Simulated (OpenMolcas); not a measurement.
# BSiH4O2F (SMILES O[SiH2]B(O)F): a chain of runs

Aim: the energy (HF/ANO-RCC-MB), then a single-point energy (CASSCF(2,2)/ANO-RCC-VDZP), then an energy scan (CASPT2(2,2)/ANO-RCC-VDZP), then the energy along one coordinate (SC-NEVPT2(2,2)/ANO-RCC-VDZP), then an energy scan (MC-PDFT[tPBE](2,2)/ANO-RCC-VDZP) of BSiH4O2F. 

The calculation is run with OpenMolcas 26.06.

**1. Starting point**

BSiH4O2F has 9 atoms, charge 0, and is taken as a singlet. As SMILES, `O[SiH2]B(O)F`. The coordinates come from a PBE0-D4/def2-TZVP relaxation. This is one conformer, not always the lowest.

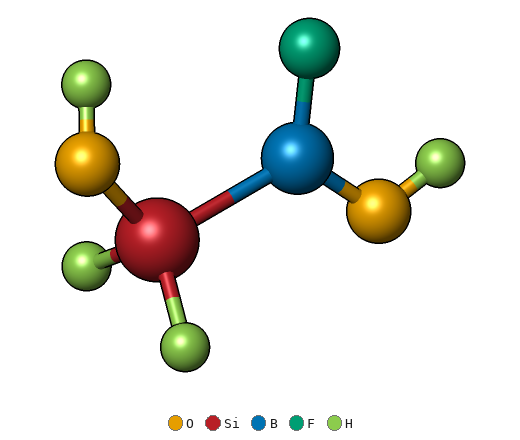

The structure, seen from a chosen angle (oxygen amber, silicon red, boron blue, fluorine teal, hydrogen green).

**2. The energy at HF/ANO-RCC-MB (DKH2) (run 1)**

mol.xyz reads:

```xyz
9

O      1.152500     0.650100     1.703000
Si     0.837600    -0.439800     0.500200
B     -0.701500     0.194000    -0.670900
O     -0.968000    -0.381600    -1.859000
F     -1.488500     1.196900    -0.250400
H      0.401000     1.098100     2.092900
H      2.093300    -0.579800    -0.278100
H      0.493300    -1.781600     1.056300
H     -1.731300    -0.002600    -2.311100
```

step1.input reads:

```
>>> EXPORT MOLCAS_PRINT=2

&GATEWAY
 Coord=mol.xyz
 Basis=ANO-RCC-MB
 Group=NoSym

&SEWARD

&SCF
 PrOrbitals=0

&LOCALISATION
 Occupied
 Freeze
 Pipek-Mezey

&LOCALISATION
 FileOrb=$Project.LocOrb
 Virtual
 Pipek-Mezey
```

Run with:

```
$ export MOLCAS_MEM=1860
$ pymolcas step1.input > step1.log
```

Output:

```text
--- Start Module: gateway ---
[...]
--- Stop Module: gateway /rc=_RC_ALL_IS_WELL_ ---
[...]
      Basis functions           33
[...]
       Convergence after   9 Iterations
[...]
::    Total SCF energy                               -565.7555088398
[...]
      Total spin, S                                     0.0000000000
[...]
      Total electronic charge=   48.000000
      Total            charge=   -0.000000
[...]
      Dipole Moment (debye):
      Origin of the operator (angstrom)=   -0.0888    0.1658   -0.0009
                   X= -2.1972E+00               Y= -2.9117E-02               Z= -1.0262E+00           Total=  2.4252E+00
      Quadrupole Moment (debye*angstrom):
[...]
--- Start Module: localisation ---
[...]
--- Stop Module: localisation /rc=_RC_ALL_IS_WELL_ ---
--- Start Module: localisation ---
[...]
--- Stop Module: localisation /rc=_RC_ALL_IS_WELL_ ---
[...]
```

It took 4.2 s on 1 thread of Intel Xeon Platinum 8375C at 2.90GHz (Ice Lake), shared host; peak memory 0.39 GiB.

**3. The energy at CASSCF(2,2)/ANO-RCC-VDZP (DKH2, RICD fitting) (run 2)**

mol.xyz is that of step 2.

step2.inp reads:

```
&GATEWAY
  Coord
  mol.xyz
  Basis
  ANO-RCC-MB
  Group
  NoSym

&SEWARD

&RASSCF
  FileOrb
  $CurrDir/step1.LocOrb
  Alter
  2
  1 14 24
  1 25 28
  Spin
  1
  Nactel
  2 0 0
  Inactive
  23
  Ras2
  2
  OrbListing
  Nothing
>>> COPY $Project.RunFile RUNFIL1
>>> COPY $Project.RasOrb INPORB

&GATEWAY
  Coord
  mol.xyz
  Basis
  ANO-RCC-VDZP
  Group
  NoSym
  RICD

&SEWARD
>>> COPY $Project.RunFile RUNFIL2

&EXPBAS

&RASSCF
  FileOrb
  $Project.ExpOrb
  Spin
  1
  Nactel
  2 0 0
  Inactive
  23
  Ras2
  2
  OrbListing
  Nothing
```

Run with:

```
$ export MOLCAS_MEM=1860
$ pymolcas step2.inp > step2.log
```

Output:

```text
--- Start Module: gateway ---
[...]
--- Stop Module: gateway /rc=_RC_ALL_IS_WELL_ ---
[...]
      Basis functions           33
[...]
      Number of active orbitals                  2
[...]
      Spin quantum number                      0.0
[...]
      Active orbitals                            2
[...]
      Number of CSFs                             3
[...]
      Number of root(s) required                 1
[...]
      Convergence after  9 iterations
[...]
      printout of CI-coefficients larger than  0.05 for root  1
      energy=    -565.769126
      conf/sym  11     Coeff  Weight
             1  20   0.99403 0.98811
             3  02  -0.10906 0.01189
      Natural orbitals and occupation numbers for root  1
      sym 1:   1.976210   0.023790
      ************************************************************************************************************************
      *                                                    Final results                                                     *
[...]
::    RASSCF root number  1 Total energy:   -565.76912641
[...]
      Basis functions           94
[...]
--- Start Module: expbas ---
[...]
--- Stop Module: expbas /rc=_RC_ALL_IS_WELL_ ---
--- Start Module: rasscf ---
[...]
      Convergence after 13 iterations
[...]
      Natural orbitals and occupation numbers for root  1
      sym 1:   1.981723   0.018277
      ************************************************************************************************************************
      *                                                    Final results                                                     *
[...]
::    RASSCF root number  1 Total energy:   -566.19440188
[...]
      Total electronic charge=   48.000000
      Total            charge=   -0.000000
[...]
      Dipole Moment (debye):
      Origin of the operator (angstrom)=   -0.0888    0.1658   -0.0009
                   X= -1.9706E+00               Y=  9.4734E-02               Z= -9.2914E-01           Total=  2.1808E+00
      Quadrupole Moment (debye*angstrom):
[...]
--- Stop Module: rasscf /rc=_RC_ALL_IS_WELL_ ---
[...]
```

Wall time 13 s (1 thread of Intel Xeon Platinum 8375C at 2.90GHz (Ice Lake), shared host); peak memory 0.39 GiB.

**4. The energy along one coordinate at CASPT2(2,2)/ANO-RCC-VDZP (DKH2, RICD fitting, ipea shift 0.25 Eh, pt2 variant SS) (run 3)**

step3.inp reads:

```
>>> COPY $CurrDir/step2.RasOrb $Project.RasOrb
>>> ForEach K in (1, 2, 3, 4, 5, 6, 7, 8, 9)
&GATEWAY
COORD=$CurrDir/point$K.xyz
BASIS=ANO-RCC-VDZP
GROUP=NoSym
RICD
&SEWARD
&RASSCF
FILEORB=$Project.RasOrb
SPIN=1
NACTEL=2 0 0
INACTIVE=23
RAS2=2
ORBLISTING=Nothing
&CASPT2
IMAGINARY=0.2
FROZEN=9
>>> EndDo
```

Run with:

```
$ export MOLCAS_MEM=1860
$ pymolcas step3.inp > step3.log
```

Output, cut to the lines that bear on the results:

```text
[...]
      Basis functions           94
[...]
      Number of active orbitals                  2
[...]
      Spin quantum number                      0.0
[...]
      Active orbitals                            2
[...]
      Number of CSFs                             3
[...]
      Number of root(s) required                 1
[...]
      Convergence after 11 iterations
[...]
      Natural orbitals and occupation numbers for root  1
      sym 1:   1.987579   0.012421
      ************************************************************************************************************************
      *                                                    Final results                                                     *
[...]
::    RASSCF root number  1 Total energy:   -566.18330798
[...]
      E2 (Variational):          -0.7458548803
[...]
::    CASPT2 Root  1     Total energy:   -566.92916287
[...]
      Convergence after 10 iterations
[...]
      Natural orbitals and occupation numbers for root  1
      sym 1:   1.981721   0.018279
      ************************************************************************************************************************
      *                                                    Final results                                                     *
[...]
      Convergence after 10 iterations
[...]
      Natural orbitals and occupation numbers for root  1
      sym 1:   1.807160   0.192840
      ************************************************************************************************************************
      *                                                    Final results                                                     *
[...]
      Convergence after 11 iterations
[...]
      Natural orbitals and occupation numbers for root  1
      sym 1:   1.614471   0.385529
      ************************************************************************************************************************
      *                                                    Final results                                                     *
[...]
      Convergence after 10 iterations
[...]
::    RASSCF root number  1 Total energy:   -566.06040685
[...]
::    CASPT2 Root  1     Total energy:   -566.79752057
[...]
      Convergence after  8 iterations
[...]
::    RASSCF root number  1 Total energy:   -566.05617997
[...]
      E2 (Variational):          -0.7364696718
[...]
::    CASPT2 Root  1     Total energy:   -566.79264964
[...]
```

Wall time 84 s (1 thread of Intel Xeon Platinum 8375C at 2.90GHz (Ice Lake), shared host); peak memory 0.086 GiB.

The scan, from its lowest point:

```csv
H7–Si2 (Å),energy (kJ/mol)
1.336,26.1
1.484,0.0
1.632,14.4
1.855,70.5
2.152,160.9
2.523,257.4
2.968,330.8
3.562,371.8
4.452,384.5
```

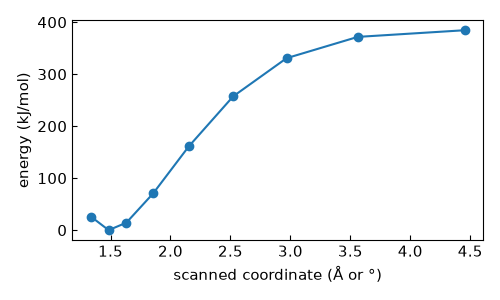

Energy along the scan.

**5. The energy along one coordinate at SC-NEVPT2(2,2)/ANO-RCC-VDZP (DKH2, RICD fitting, pt2 variant SC-NEVPT2) (run 4)**

step4.inp reads:

```
* BFH4O2Si NEVPT2
>>> COPY $CurrDir/step2.RasOrb $Project.RasOrb
>>> ForEach K in (1, 2, 3, 4, 5, 6, 7, 8, 9)

&GATEWAY
  Coord = $CurrDir/point$K.xyz
  Basis = ANO-RCC-VDZP
  Group = NoSym
  RICD

&SEWARD

&RASSCF
  FileOrb = $Project.RasOrb
  Spin = 1
  Nactel = 2 0 0
  Inactive = 23
  Ras2 = 2
  OrbListing = Nothing

&CASPT2
  SC-NEVPT2
  Frozen = 9
>>> EndDo
```

Run with:

```
$ export MOLCAS_MEM=1860
$ pymolcas step4.inp > step4.log
```

Output, cut to the lines that bear on the results:

```text
[...]
      Basis functions           94
[...]
      Number of active orbitals                  2
[...]
      Spin quantum number                      0.0
[...]
      Active orbitals                            2
[...]
      Number of CSFs                             3
[...]
      Number of root(s) required                 1
[...]
      Convergence after 11 iterations
[...]
      Natural orbitals and occupation numbers for root  1
      sym 1:   1.987579   0.012421
      ************************************************************************************************************************
      *                                                    Final results                                                     *
[...]
::    RASSCF root number  1 Total energy:   -566.18330798
[...]
      E2 (Variational):          -0.7405278520
[...]
::    SC-NEVPT2 Root  1     Total energy:   -566.92382032
[...]
      Convergence after 10 iterations
[...]
      Natural orbitals and occupation numbers for root  1
      sym 1:   1.981721   0.018279
      ************************************************************************************************************************
      *                                                    Final results                                                     *
[...]
      Convergence after 10 iterations
[...]
      Natural orbitals and occupation numbers for root  1
      sym 1:   1.807160   0.192840
      ************************************************************************************************************************
      *                                                    Final results                                                     *
[...]
      Convergence after 11 iterations
[...]
      Natural orbitals and occupation numbers for root  1
      sym 1:   1.614471   0.385529
      ************************************************************************************************************************
      *                                                    Final results                                                     *
[...]
      Convergence after 10 iterations
[...]
::    RASSCF root number  1 Total energy:   -566.06040685
[...]
::    SC-NEVPT2 Root  1     Total energy:   -566.79597027
[...]
      Convergence after  8 iterations
[...]
::    RASSCF root number  1 Total energy:   -566.05617997
[...]
      E2 (Variational):          -0.7351902898
[...]
::    SC-NEVPT2 Root  1     Total energy:   -566.79137026
[...]
```

Run time: 79 s. Hardware: 1 thread of Intel Xeon Platinum 8375C at 2.90GHz (Ice Lake), shared host; peak memory 0.086 GiB.

The scan, from its lowest point:

```csv
H7–Si2 (Å),energy (kJ/mol)
1.336,27.8
1.484,0.0
1.632,13.1
1.855,67.7
2.152,156.7
2.523,251.9
2.968,324.0
3.562,363.5
4.452,375.6
```

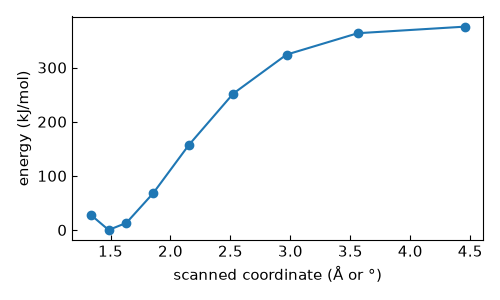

Energy along the scan.

**6. The energy along one coordinate at MC-PDFT[tPBE](2,2)/ANO-RCC-VDZP (DKH2, RICD fitting) (run 5)**

step5.input reads:

```
>>> EXPORT MOLCAS_PRINT=2
>>> COPY $CurrDir/step2.RasOrb $Project.RasOrb
>>> ForEach K in (1, 2, 3, 4, 5, 6, 7, 8, 9)

&GATEWAY
  Coord=$CurrDir/point$K.xyz
  Basis=ANO-RCC-VDZP
  Group=NoSym
  RICD

&SEWARD

&RASSCF
  FileOrb=$Project.RasOrb
  Spin=1
  Nactel=2 0 0
  Inactive=23
  Ras2=2
  OrbListing=Nothing

&MCPDFT
  KSDFT=T:PBE
>>> EndDo
```

Run with:

```
$ export MOLCAS_MEM=1860
$ pymolcas step5.input > step5.log
```

Output, cut to the lines that bear on the results:

```text
--- Start Module: gateway ---
[...]
      Basis functions           94
[...]
      Number of active orbitals                  2
[...]
      Spin quantum number                      0.0
[...]
      Active orbitals                            2
[...]
      Number of CSFs                             3
[...]
      Number of root(s) required                 1
[...]
      Convergence after 11 iterations
[...]
      Natural orbitals and occupation numbers for root  1
      sym 1:   1.987579   0.012421
      ************************************************************************************************************************
      *                                                    Final results                                                     *
[...]
::    RASSCF root number  1 Total energy:   -566.18330798
[...]
::    MCPDFT root number  1 Total energy:   -567.62253166
[...]
      Convergence after 10 iterations
[...]
      Natural orbitals and occupation numbers for root  1
      sym 1:   1.981721   0.018279
      ************************************************************************************************************************
      *                                                    Final results                                                     *
[...]
      Convergence after 10 iterations
[...]
      Natural orbitals and occupation numbers for root  1
      sym 1:   1.807160   0.192840
      ************************************************************************************************************************
      *                                                    Final results                                                     *
[...]
      Convergence after 11 iterations
[...]
      Natural orbitals and occupation numbers for root  1
      sym 1:   1.614471   0.385529
      ************************************************************************************************************************
      *                                                    Final results                                                     *
[...]
      Convergence after 10 iterations
[...]
::    RASSCF root number  1 Total energy:   -566.06040685
[...]
::    MCPDFT root number  1 Total energy:   -567.48770246
[...]
      Convergence after  8 iterations
[...]
::    RASSCF root number  1 Total energy:   -566.05617997
[...]
      Total electronic charge=   48.000000
      Total            charge=   -0.000000
[...]
::    MCPDFT root number  1 Total energy:   -567.48335621
[...]
```

It took 88 s on 1 thread of Intel Xeon Platinum 8375C at 2.90GHz (Ice Lake), shared host; peak memory 0.086 GiB.

The scan, from its lowest point:

```csv
H7–Si2 (Å),energy (kJ/mol)
1.336,28.1
1.484,0.0
1.632,12.3
1.855,65.9
2.152,155.3
2.523,255.0
2.968,335.9
3.562,382.0
4.452,393.5
```

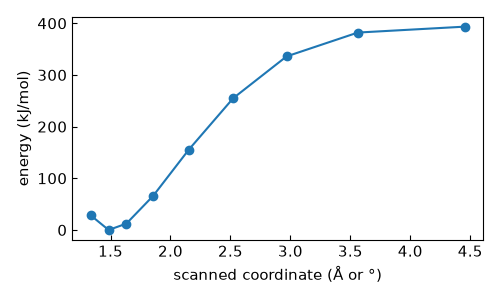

Energy along the scan.

**7. Results**

```
                                                         quantity          value
                               run 1, HF/ANO-RCC-MB: total energy  -565.75551 Eh
                              run 1, HF/ANO-RCC-MB: dipole moment         2.43 D
                                run 1, HF/ANO-RCC-MB: HOMO energy      -12.41 eV
                                run 1, HF/ANO-RCC-MB: LUMO energy        3.11 eV
                              run 1, HF/ANO-RCC-MB: HOMO–LUMO gap       15.52 eV
                    run 2, CASSCF(2,2)/ANO-RCC-VDZP: total energy  -566.19440 Eh
  run 2, CASSCF(2,2)/ANO-RCC-VDZP: dipole moment (CASSCF density)         2.18 D
       run 3, CASPT2(2,2)/ANO-RCC-VDZP: lowest energy of the scan  -566.93911 Eh
    run 4, SC-NEVPT2(2,2)/ANO-RCC-VDZP: lowest energy of the scan  -566.93442 Eh
run 5, MC-PDFT[tPBE](2,2)/ANO-RCC-VDZP: lowest energy of the scan  -567.63322 Eh
```

In words: Mulliken charges (run 1, HF/ANO-RCC-MB) run from -0.82 on O1 to +0.74 on Si2. Mulliken charges (run 2, CASSCF(2,2)/ANO-RCC-VDZP) run from -0.51 on O1 to +0.82 on Si2; they depend strongly on the basis.
